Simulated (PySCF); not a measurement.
## AsH: geometry relaxation (part 1 of 2)

System: AsH, multiplicity 5.
Method: ROKS-olyp/lanl2dz, optimize (PySCF 2.14.0).

Figures and captions count atoms from 1; the log counts them from 0 in places.

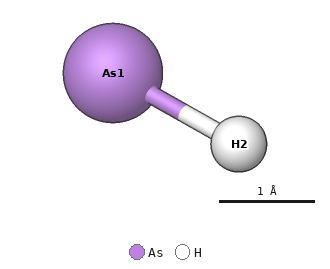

Fig. 1: The structure as given in the input (ball-and-stick view, seen at an oblique angle; atoms are numbered from 1 in the order of the input). Bond lengths as drawn: As–H 1.72 Å.

**Input**
```python
from pyscf import gto, dft
from pyscf.geomopt.geometric_solver import optimize

mol = gto.M(
    atom='As 0 0 0; H 0 0 1.719',
    basis='lanl2dz',
    ecp={'As': 'lanl2dz'},
    charge=0,
    spin=4,
    symmetry=True,
    verbose=4,
)
mf = dft.ROKS(mol, xc='olyp')
mf = mf.density_fit(auxbasis='def2-universal-jkfit')
mf.kernel()
g = mf.nuc_grad_method()
g.grid_response = True
mol_eq = optimize(g.as_scanner(), maxsteps=30)
print('optimised geometry (angstrom)')
print(mol_eq.tostring('raw'))
print('orbital energies (hartree):', mf.mo_energy[..., max(0, mol.nelec[1]-3):mol.nelec[0]+3].round(4))
```

Hardware: 1 CPU thread, shared host.

Launched with:
```bash
OMP_NUM_THREADS=1 python input.py
```

**The program's output**
```
PySCF version 2.14.0

[INPUT] verbose = 4
[INPUT] num. atoms = 2
[INPUT] num. electrons = 6
[INPUT] charge = 0
[INPUT] spin (= nelec alpha-beta = 2S) = 4
[INPUT] symmetry True subgroup None
[INPUT] Mole.unit = angstrom
[INPUT] Symbol           X                Y                Z      unit          X                Y                Z       unit  Magmom
[INPUT]  1 As     0.000000000000   0.000000000000   0.000000000000 AA    0.000000000000   0.000000000000   0.000000000000 Bohr   0.0
[INPUT]  2 H      0.000000000000   0.000000000000   1.719000000000 AA    0.000000000000   0.000000000000   3.248439208127 Bohr   0.0

nuclear repulsion = 1.53920072984293
point group symmetry = Coov
symmetry origin: [0.         0.         0.09554233]
symmetry axis x: [1. 0. 0.]
symmetry axis y: [0. 1. 0.]
symmetry axis z: [0. 0. 1.]
num. orbitals of irrep A1 = 6
num. orbitals of irrep E1x = 2
num. orbitals of irrep E1y = 2
number of shells = 6
number of NR pGTOs = 16
number of NR cGTOs = 10
basis = lanl2dz
ecp = {'As': 'lanl2dz'}

******** <class 'pyscf.df.df_jk.DFSymAdaptedROKS'> ********
method = DFSymAdaptedROKS
initial guess = minao
damping factor = 0
level_shift factor = 0
DIIS = <class 'pyscf.scf.diis.CDIIS'>
diis_start_cycle = 1
diis_space = 8
diis_damp = 0
SCF conv_tol = 1e-09
SCF conv_tol_grad = None
SCF max_cycles = 50
direct_scf = False
num. doubly occ = 1  num. singly occ = 4
XC library pyscf.dft.libxc version 7.0.0
    S. Lehtola, C. Steigemann, M. J.T. Oliveira, and M. A.L. Marques.,  SoftwareX 7, 1–5 (2018)
XC functionals = olyp
    N. C. Handy and A. J. Cohen.,  Mol. Phys. 99, 403 (2001)
    C. Lee, W. Yang, and R. G. Parr.,  Phys. Rev. B 37, 785 (1988)
    B. Miehlich, A. Savin, H. Stoll, and H. Preuss.,  Chem. Phys. Lett. 157, 200 (1989)
radial grids:
    Treutler-Ahlrichs [JCP 102, 346 (1995); DOI:10.1063/1.469408] (M4) radial grids

becke partition: Becke, JCP 88, 2547 (1988); DOI:10.1063/1.454033
pruning grids: <function nwchem_prune>
grids dens level: 3
symmetrized grids: True
atomic radii adjust function: <function treutler_atomic_radii_adjust>
small_rho_cutoff = 0
Freeze 0 electrons in irreps []
    6 free electrons in irreps A1 E1x E1y
Set gradient conv threshold to 3.16228e-05
tot grids = 30232
init E= 4.70005302879594
HOMO (A1) = 0.101466153341693  LUMO (A1) = 0.492276516303513
cycle= 1 E= -6.24168757181496  delta_E= -10.9  |g|= 0.377  |ddm|= 3.54
HOMO (A1) = -0.0495526425756655  LUMO (A1) = 0.239396992695031
cycle= 2 E= -6.42296429968594  delta_E= -0.181  |g|= 0.139  |ddm|= 1.58
HOMO (A1) = -0.0179593676504898  LUMO (A1) = 0.325313562241412
cycle= 3 E= -6.44880468114596  delta_E= -0.0258  |g|= 0.0141  |ddm|= 0.37
HOMO (A1) = -0.0108505332743118  LUMO (A1) = 0.330351998599231
cycle= 4 E= -6.44902480013252  delta_E= -0.00022  |g|= 0.00477  |ddm|= 0.0685
HOMO (A1) = -0.0129635430722862  LUMO (A1) = 0.330919377254014
cycle= 5 E= -6.44905113367978  delta_E= -2.63e-05  |g|= 0.000334  |ddm|= 0.0185
HOMO (A1) = -0.0125897134977953  LUMO (A1) = 0.33096489598574
cycle= 6 E= -6.44905127506868  delta_E= -1.41e-07  |g|= 1.54e-05  |ddm|= 0.00101
HOMO (A1) = -0.0125796823762448  LUMO (A1) = 0.330952521186826
cycle= 7 E= -6.44905127544168  delta_E= -3.73e-10  |g|= 3.46e-06  |ddm|= 6.87e-05
HOMO (A1) = -0.0125802052471509  LUMO (A1) = 0.330951818934707
Extra cycle  E= -6.44905127545081  delta_E= -9.13e-12  |g|= 1.29e-06  |ddm|= 1.8e-05
converged SCF energy = -6.44905127545081
Create scanner for <class 'pyscf.df.grad.roks.Gradients'>
Create scanner for <class 'pyscf.df.df_jk.DFSymAdaptedROKS'>
input.py

Current date and time:

#|     Arguments passed to driver run_optimizer():      |#
customengine              <pyscf.geomopt.geometric_solver.PySCFEngine object>
logIni                    [file]
maxiter                   30
----------------------------------------------------------
Custom engine selected.
Bonds will be generated from interatomic distances less than 1.20 times sum of covalent radii
6 internal coordinates being used (instead of 6 Cartesians)
Internal coordinate system (atoms numbered from 1):
Distance 1-2
Translation-X 1-2
Translation-Y 1-2
Translation-Z 1-2
Rotation-A 1-2
Rotation-B 1-2
Rotation-C 1-2
<class 'geometric.internal.Distance'> : 1
<class 'geometric.internal.TranslationX'> : 1
<class 'geometric.internal.TranslationY'> : 1
<class 'geometric.internal.TranslationZ'> : 1
<class 'geometric.internal.RotationA'> : 1
<class 'geometric.internal.RotationB'> : 1
<class 'geometric.internal.RotationC'> : 1
> ===== Optimization Info: ====
> Job type: Energy minimization
> Maximum number of optimization cycles: 30
> Initial / maximum trust radius (Angstrom): 0.100 / 0.300
> Convergence Criteria:
> Will converge when all 5 criteria are reached:
>  |Delta-E| < 1.00e-06
>  RMS-Grad  < 3.00e-04
>  Max-Grad  < 4.50e-04
>  RMS-Disp  < 1.20e-03
>  Max-Disp  < 1.80e-03
> === End Optimization Info ===

Geometry optimization cycle 1
Cartesian coordinates (Angstrom)
 Atom        New coordinates             dX        dY        dZ
  As   0.000000   0.000000   0.000000    0.000000  0.000000  0.000000
   H   0.000000   0.000000   1.719000    0.000000  0.000000  0.000000

WARN: Mole.unit (angstrom) is changed to Bohr

New geometry
   1 As     0.000000000000   0.000000000000   0.000000000000 AA    0.000000000000   0.000000000000   0.000000000000 Bohr
   2 H      0.000000000000   0.000000000000   1.719000000000 AA    0.000000000000   0.000000000000   3.248439208127 Bohr

******** <class 'pyscf.scf.hf.DFSymAdaptedROKS_Scanner'> ********
method = DFSymAdaptedROKS_Scanner
initial guess = minao
damping factor = 0
level_shift factor = 0
DIIS = <class 'pyscf.scf.diis.CDIIS'>
diis_start_cycle = 1
diis_space = 8
diis_damp = 0
SCF conv_tol = 1e-09
SCF conv_tol_grad = None
SCF max_cycles = 50
direct_scf = False
num. doubly occ = 1  num. singly occ = 4
XC library pyscf.dft.libxc version 7.0.0
    S. Lehtola, C. Steigemann, M. J.T. Oliveira, and M. A.L. Marques.,  SoftwareX 7, 1–5 (2018)
XC functionals = olyp
    N. C. Handy and A. J. Cohen.,  Mol. Phys. 99, 403 (2001)
    C. Lee, W. Yang, and R. G. Parr.,  Phys. Rev. B 37, 785 (1988)
    B. Miehlich, A. Savin, H. Stoll, and H. Preuss.,  Chem. Phys. Lett. 157, 200 (1989)
radial grids:
    Treutler-Ahlrichs [JCP 102, 346 (1995); DOI:10.1063/1.469408] (M4) radial grids

becke partition: Becke, JCP 88, 2547 (1988); DOI:10.1063/1.454033
pruning grids: <function nwchem_prune>
grids dens level: 3
symmetrized grids: True
atomic radii adjust function: <function treutler_atomic_radii_adjust>
small_rho_cutoff = 0
Freeze 0 electrons in irreps []
    6 free electrons in irreps A1 E1x E1y
Set gradient conv threshold to 3.16228e-05
tot grids = 30232
init E= -6.44905127545081
HOMO (A1) = -0.0125794046602288  LUMO (A1) = 0.330951715607716
cycle= 1 E= -6.44905127545237  delta_E= -1.56e-12  |g|= 8.46e-07  |ddm|= 6.72e-06
HOMO (A1) = -0.0125798024754511  LUMO (A1) = 0.330951810084326
Extra cycle  E= -6.44905127545292  delta_E= -5.52e-13  |g|= 5.07e-07  |ddm|= 4.38e-06
converged SCF energy = -6.44905127545292

******** <class 'pyscf.grad.rhf.Gradients_Scanner'> for <class 'pyscf.scf.hf.DFSymAdaptedROKS_Scanner'> ********
unit = Eh/Bohr
grid_response = True
--------------- DFSymAdaptedROKS_Scanner gradients ---------------
         x                y                z
0 As     0.0000000000     0.0000000000     0.1105511697
1 H     0.0000000000     0.0000000000    -0.1105511697
----------------------------------------------
cycle 1: E = -6.44905127545  dE = -6.44905  norm(grad) = 0.156343
Step    0 : Gradient = 1.106e-01/1.106e-01 (rms/max) Energy = -6.4490512755
Hessian Eigenvalues: 5.00000e-02 5.00000e-02 5.00000e-02 ... 5.00000e-02 5.00000e-02 9.99851e-02

Geometry optimization cycle 2
Cartesian coordinates (Angstrom)
 Atom        New coordinates             dX        dY        dZ
  As   0.000000   0.000000  -0.100000    0.000000  0.000000 -0.100000
   H   0.000000   0.000000   1.819000    0.000000  0.000000  0.100000
New geometry
   1 As     0.000000000000   0.000000000000  -0.100000000003 AA    0.000000000000   0.000000000000  -0.188972612463 Bohr
   2 H      0.000000000000   0.000000000000   1.819000000003 AA    0.000000000000   0.000000000000   3.437411820590 Bohr

******** <class 'pyscf.scf.hf.DFSymAdaptedROKS_Scanner'> ********
method = DFSymAdaptedROKS_Scanner
initial guess = minao
damping factor = 0
level_shift factor = 0
DIIS = <class 'pyscf.scf.diis.CDIIS'>
diis_start_cycle = 1
diis_space = 8
diis_damp = 0
SCF conv_tol = 1e-09
SCF conv_tol_grad = None
SCF max_cycles = 50
direct_scf = False
num. doubly occ = 1  num. singly occ = 4
XC library pyscf.dft.libxc version 7.0.0
    S. Lehtola, C. Steigemann, M. J.T. Oliveira, and M. A.L. Marques.,  SoftwareX 7, 1–5 (2018)
XC functionals = olyp
    N. C. Handy and A. J. Cohen.,  Mol. Phys. 99, 403 (2001)
    C. Lee, W. Yang, and R. G. Parr.,  Phys. Rev. B 37, 785 (1988)
    B. Miehlich, A. Savin, H. Stoll, and H. Preuss.,  Chem. Phys. Lett. 157, 200 (1989)
radial grids:
    Treutler-Ahlrichs [JCP 102, 346 (1995); DOI:10.1063/1.469408] (M4) radial grids

becke partition: Becke, JCP 88, 2547 (1988); DOI:10.1063/1.454033
pruning grids: <function nwchem_prune>
grids dens level: 3
symmetrized grids: True
atomic radii adjust function: <function treutler_atomic_radii_adjust>
small_rho_cutoff = 0
Freeze 0 electrons in irreps []
    6 free electrons in irreps A1 E1x E1y
Set gradient conv threshold to 3.16228e-05
tot grids = 30232
init E= -6.47590054483554
HOMO (A1) = 0.0563742036393193  LUMO (E1y) = 0.390443482594793
cycle= 1 E= -6.48207205520338  delta_E= -0.00617  |g|= 0.0389  |ddm|= 0.618
HOMO (A1) = -0.0542416540739307  LUMO (E1y) = 0.341325525403362
cycle= 2 E= -6.48370925742896  delta_E= -0.00164  |g|= 0.0142  |ddm|= 0.147
HOMO (A1) = -0.0443334452786481  LUMO (E1y) = 0.345484934318655
cycle= 3 E= -6.48395853598756  delta_E= -0.000249  |g|= 0.00155  |ddm|= 0.0481
HOMO (A1) = -0.0441104184801416  LUMO (E1y) = 0.345977443521699
cycle= 4 E= -6.48396122059203  delta_E= -2.68e-06  |g|= 0.000297  |ddm|= 0.00451
HOMO (A1) = -0.0442080053249591  LUMO (E1y) = 0.345786034221791
cycle= 5 E= -6.48396136064583  delta_E= -1.4e-07  |g|= 3.03e-05  |ddm|= 0.00085
HOMO (A1) = -0.0441951391447749  LUMO (E1y) = 0.345793804206722
cycle= 6 E= -6.48396136156462  delta_E= -9.19e-10  |g|= 2.31e-06  |ddm|= 6.7e-05
HOMO (A1) = -0.0441959897765794  LUMO (E1y) = 0.345793640084932
Extra cycle  E= -6.48396136157012  delta_E= -5.5e-12  |g|= 9.74e-07  |ddm|= 1.34e-05
converged SCF energy = -6.48396136157012

******** <class 'pyscf.grad.rhf.Gradients_Scanner'> for <class 'pyscf.scf.hf.DFSymAdaptedROKS_Scanner'> ********
unit = Eh/Bohr
grid_response = True
--------------- DFSymAdaptedROKS_Scanner gradients ---------------
         x                y                z
0 As     0.0000000000     0.0000000000     0.0763025909
1 H     0.0000000000     0.0000000000    -0.0763025909
----------------------------------------------
cycle 2: E = -6.48396136157  dE = -0.0349101  norm(grad) = 0.107908
Step    1 : Displace = 1.000e-01/1.000e-01 (rms/max) Trust = 1.000e-01 (=) Grad = 7.630e-02/7.630e-02 (rms/max) E (change) = -6.4839613616 (-3.491e-02) Quality = 1.008
Hessian Eigenvalues: 5.00000e-02 5.00000e-02 5.00000e-02 ... 5.00000e-02 5.00000e-02 9.06178e-02

Geometry optimization cycle 3
Cartesian coordinates (Angstrom)
 Atom        New coordinates             dX        dY        dZ
  As   0.000000   0.000000  -0.241421    0.000000  0.000000 -0.141421
   H   0.000000   0.000000   1.960421    0.000000  0.000000  0.141421
New geometry
   1 As     0.000000000000   0.000000000000  -0.241421356245 AA    0.000000000000   0.000000000000  -0.456220243924 Bohr
   2 H      0.000000000000   0.000000000000   1.960421356245 AA    0.000000000000   0.000000000000   3.704659452052 Bohr

******** <class 'pyscf.scf.hf.DFSymAdaptedROKS_Scanner'> ********
method = DFSymAdaptedROKS_Scanner
initial guess = minao
damping factor = 0
level_shift factor = 0
DIIS = <class 'pyscf.scf.diis.CDIIS'>
diis_start_cycle = 1
diis_space = 8
diis_damp = 0
SCF conv_tol = 1e-09
SCF conv_tol_grad = None
SCF max_cycles = 50
direct_scf = False
num. doubly occ = 1  num. singly occ = 4
XC library pyscf.dft.libxc version 7.0.0
    S. Lehtola, C. Steigemann, M. J.T. Oliveira, and M. A.L. Marques.,  SoftwareX 7, 1–5 (2018)
XC functionals = olyp
    N. C. Handy and A. J. Cohen.,  Mol. Phys. 99, 403 (2001)
    C. Lee, W. Yang, and R. G. Parr.,  Phys. Rev. B 37, 785 (1988)
    B. Miehlich, A. Savin, H. Stoll, and H. Preuss.,  Chem. Phys. Lett. 157, 200 (1989)
radial grids:
    Treutler-Ahlrichs [JCP 102, 346 (1995); DOI:10.1063/1.469408] (M4) radial grids

becke partition: Becke, JCP 88, 2547 (1988); DOI:10.1063/1.454033
pruning grids: <function nwchem_prune>
grids dens level: 3
symmetrized grids: True
atomic radii adjust function: <function treutler_atomic_radii_adjust>
small_rho_cutoff = 0
Freeze 0 electrons in irreps []
    6 free electrons in irreps A1 E1x E1y
Set gradient conv threshold to 3.16228e-05
tot grids = 30232
init E= -6.51907506873412
HOMO (A1) = 0.023886975137131  LUMO (E1y) = 0.393184094781885
cycle= 1 E= -6.51369793881126  delta_E= 0.00538  |g|= 0.036  |ddm|= 0.464
HOMO (A1) = -0.0859268873789705  LUMO (E1y) = 0.345490291202735
cycle= 2 E= -6.51535134516624  delta_E= -0.00165  |g|= 0.0113  |ddm|= 0.104
HOMO (A1) = -0.0766424825634367  LUMO (E1y) = 0.349860447938715
cycle= 3 E= -6.51550041091149  delta_E= -0.000149  |g|= 0.00101  |ddm|= 0.0305
HOMO (A1) = -0.0757820664537375  LUMO (E1y) = 0.34992620109121
cycle= 4 E= -6.51550161709639  delta_E= -1.21e-06  |g|= 0.000152  |ddm|= 0.00276
HOMO (A1) = -0.0758063460090591  LUMO (E1y) = 0.349827504852994
cycle= 5 E= -6.51550164996515  delta_E= -3.29e-08  |g|= 1.67e-05  |ddm|= 0.000397
HOMO (A1) = -0.0757918287751846  LUMO (E1y) = 0.349832840556437
cycle= 6 E= -6.51550165024001  delta_E= -2.75e-10  |g|= 1.74e-06  |ddm|= 3.45e-05
HOMO (A1) = -0.0757918915079996  LUMO (E1y) = 0.349832496202295
Extra cycle  E= -6.51550165024294  delta_E= -2.93e-12  |g|= 5.85e-07  |ddm|= 7.12e-06
converged SCF energy = -6.51550165024294

******** <class 'pyscf.grad.rhf.Gradients_Scanner'> for <class 'pyscf.scf.hf.DFSymAdaptedROKS_Scanner'> ********
unit = Eh/Bohr
grid_response = True
--------------- DFSymAdaptedROKS_Scanner gradients ---------------
         x                y                z
0 As     0.0000000000     0.0000000000     0.0442208748
1 H     0.0000000000     0.0000000000    -0.0442208748
----------------------------------------------
cycle 3: E = -6.51550165024  dE = -0.0315403  norm(grad) = 0.0625378
Step    2 : Displace = 1.414e-01/1.414e-01 (rms/max) Trust = 1.414e-01 (+) Grad = 4.422e-02/4.422e-02 (rms/max) E (change) = -6.5155016502 (-3.154e-02) Quality = 1.133
Hessian Eigenvalues: 5.00000e-02 5.00000e-02 5.00000e-02 ... 5.00000e-02 5.00000e-02 6.00225e-02

Geometry optimization cycle 4
Cartesian coordinates (Angstrom)
 Atom        New coordinates             dX        dY        dZ
  As   0.000000   0.000000  -0.436354    0.000000  0.000000 -0.194933
   H   0.000000   0.000000   2.155354    0.000000  0.000000  0.194933
New geometry
   1 As     0.000000000000   0.000000000000  -0.436354073835 AA    0.000000000000   0.000000000000  -0.824589692886 Bohr
   2 H      0.000000000000   0.000000000000   2.155354073835 AA    0.000000000000   0.000000000000   4.073028901013 Bohr

******** <class 'pyscf.scf.hf.DFSymAdaptedROKS_Scanner'> ********
method = DFSymAdaptedROKS_Scanner
initial guess = minao
damping factor = 0
level_shift factor = 0
DIIS = <class 'pyscf.scf.diis.CDIIS'>
diis_start_cycle = 1
diis_space = 8
diis_damp = 0
SCF conv_tol = 1e-09
SCF conv_tol_grad = None
SCF max_cycles = 50
direct_scf = False
num. doubly occ = 1  num. singly occ = 4
XC library pyscf.dft.libxc version 7.0.0
    S. Lehtola, C. Steigemann, M. J.T. Oliveira, and M. A.L. Marques.,  SoftwareX 7, 1–5 (2018)
XC functionals = olyp
    N. C. Handy and A. J. Cohen.,  Mol. Phys. 99, 403 (2001)
    C. Lee, W. Yang, and R. G. Parr.,  Phys. Rev. B 37, 785 (1988)
    B. Miehlich, A. Savin, H. Stoll, and H. Preuss.,  Chem. Phys. Lett. 157, 200 (1989)
radial grids:
    Treutler-Ahlrichs [JCP 102, 346 (1995); DOI:10.1063/1.469408] (M4) radial grids

becke partition: Becke, JCP 88, 2547 (1988); DOI:10.1063/1.454033
pruning grids: <function nwchem_prune>
grids dens level: 3
symmetrized grids: True
atomic radii adjust function: <function treutler_atomic_radii_adjust>
small_rho_cutoff = 0
Freeze 0 electrons in irreps []
    6 free electrons in irreps A1 E1x E1y
Set gradient conv threshold to 3.16228e-05
tot grids = 30232
init E= -6.54973608264308
HOMO (A1) = -0.0243753083135705  LUMO (E1y) = 0.384655029216384
cycle= 1 E= -6.53666620017996  delta_E= 0.0131  |g|= 0.028  |ddm|= 0.298
HOMO (A1) = -0.112223079633596  LUMO (E1y) = 0.349155186856034
cycle= 2 E= -6.53779903630889  delta_E= -0.00113  |g|= 0.00797  |ddm|= 0.0733
HOMO (A1) = -0.101947177856381  LUMO (E1y) = 0.35250118960504
cycle= 3 E= -6.53786588283838  delta_E= -6.68e-05  |g|= 0.000767  |ddm|= 0.0183
HOMO (A1) = -0.100766887497439  LUMO (E1y) = 0.352333856869122
cycle= 4 E= -6.53786649613003  delta_E= -6.13e-07  |g|= 8.09e-05  |ddm|= 0.00177
HOMO (A1) = -0.100916462178712  LUMO (E1y) = 0.352299443390171
cycle= 5 E= -6.53786650565542  delta_E= -9.53e-09  |g|= 1.01e-05  |ddm|= 0.000217
HOMO (A1) = -0.100918981176863  LUMO (E1y) = 0.352304373880396
cycle= 6 E= -6.5378665057576  delta_E= -1.02e-10  |g|= 9.31e-07  |ddm|= 2.14e-05
HOMO (A1) = -0.100920130637302  LUMO (E1y) = 0.352303883540828
Extra cycle  E= -6.53786650575857  delta_E= -9.73e-13  |g|= 2.59e-07  |ddm|= 3.73e-06
converged SCF energy = -6.53786650575857

******** <class 'pyscf.grad.rhf.Gradients_Scanner'> for <class 'pyscf.scf.hf.DFSymAdaptedROKS_Scanner'> ********
unit = Eh/Bohr
grid_response = True
--------------- DFSymAdaptedROKS_Scanner gradients ---------------
         x                y                z
0 As     0.0000000000     0.0000000000     0.0194999771
1 H     0.0000000000     0.0000000000    -0.0194999771
----------------------------------------------
cycle 4: E = -6.53786650576  dE = -0.0223649  norm(grad) = 0.0275771
Step    3 : Displace = 1.949e-01/1.949e-01 (rms/max) Trust = 2.000e-01 (+) Grad = 1.950e-02/1.950e-02 (rms/max) E (change) = -6.5378665058 (-2.236e-02) Quality = 1.373
Hessian Eigenvalues: 3.35545e-02 5.00000e-02 5.00000e-02 ... 5.00000e-02 5.00000e-02 5.00000e-02

Geometry optimization cycle 5
Cartesian coordinates (Angstrom)
 Atom        New coordinates             dX        dY        dZ
  As   0.000000   0.000000  -0.590118    0.000000  0.000000 -0.153764
   H   0.000000   0.000000   2.309118    0.000000  0.000000  0.153764
New geometry
   1 As     0.000000000000   0.000000000000  -0.590118050230 AA    0.000000000000   0.000000000000  -1.115161496097 Bohr
   2 H      0.000000000000   0.000000000000   2.309118050230 AA    0.000000000000   0.000000000000   4.363600704224 Bohr
```
